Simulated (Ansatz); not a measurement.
CuH4O2 (charge +1)

The calculation's input:

```
crystal:
  periodic: [false, false, false]
  atoms:
    - {symbol: Cu, position_ang: [-0.002425, 0.001084, 0.000018]}
    - {symbol: O, position_ang: [0.062321, 0.119712, 1.901573]}
    - {symbol: H, position_ang: [-0.533734, 0.663489, 2.427340]}
    - {symbol: H, position_ang: [0.850528, -0.057904, 2.425597]}
    - {symbol: O, position_ang: [-0.071922, -0.115365, -1.901502]}
    - {symbol: H, position_ang: [-0.880215, -0.023836, -2.416992]}
    - {symbol: H, position_ang: [0.575437, -0.587179, -2.436045]}
basis:
  gaussian: {orbitals: def2-TZVP, initial_orbitals: start.molden}
total_charge: 1
hamiltonian: {xc: pbe0, dispersion: d4}
scf: {omitted_lower_state_checks: [starts]}
output: {forces: true, orbitals: {seedname: orbitals}}
```

Run with:

```sh
ansatz run in.yaml --threads 4 --pin off --events-out ev --progress --plain --max-ram 3916MiB
```

Geometry: PBE0-D4/def2-TZVP.

Computed with Ansatz 0.2.0, RKS PBE0-D4/def2-TZVP.

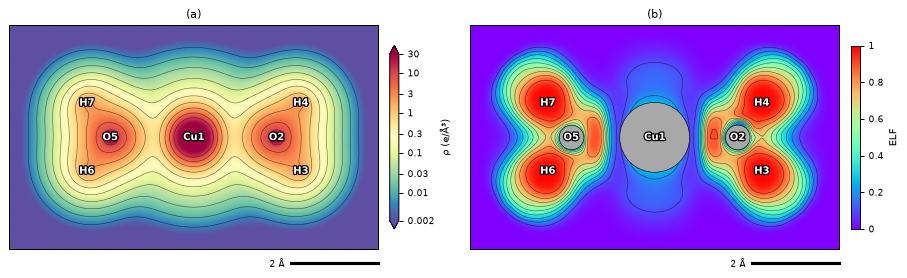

Figure 1. (a) total electron density; (b) electron localisation function on the molecular plane. Grey discs cover the atomic cores in the ELF map.

**What do the fields say about this system?**

The section cuts through Cu, O and H sites.
Cu–O (1.91 Å): ρ at the midpoint is about 0.61 e/Å³; the ELF peaks at about 0.90 in the valence shell of O, 0.6 Å from its nucleus, and is about 0.15 at the midpoint.
O–H (0.96 Å): ρ is about 3.8 e/Å³ halfway; the ELF climbs to about 1 towards the hydrogen, as it does in any bond to H (an ordinary covalent bond to hydrogen).

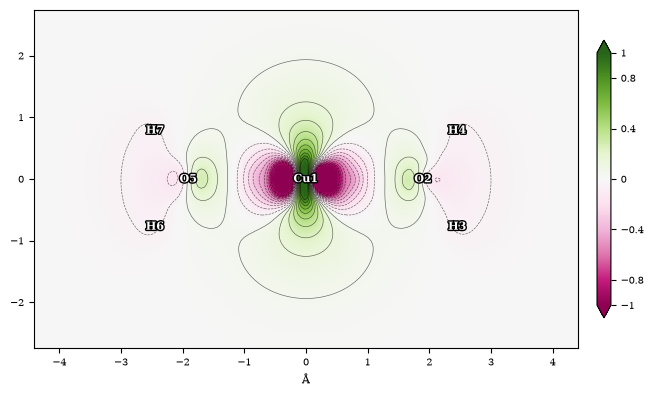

Figure 2. The HOMO on the molecular plane (values in Å⁻³ᐟ²; the overall sign is arbitrary).

**Describe this orbital and give its energy.**

Its weight (Hirshfeld) is mainly on Cu1 (about 95 %). Its energy is −12.37 eV.

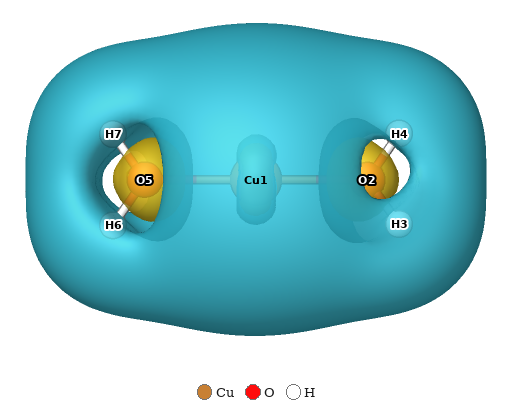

Figure 3. One frontier orbital at ±0.05 Å⁻³ᐟ² (yellow and cyan are the two phases), seen across its widest extent.

**Which orbital is it: HOMO or LUMO?**

The LUMO, at −5.75 eV. It lies mainly on Cu1 (about 60 %), O2 (about 10 %), O5 (about 10 %), H3 (about 5 %), H4 (about 5 %), H6 (about 5 %) and H7 (about 5 %).
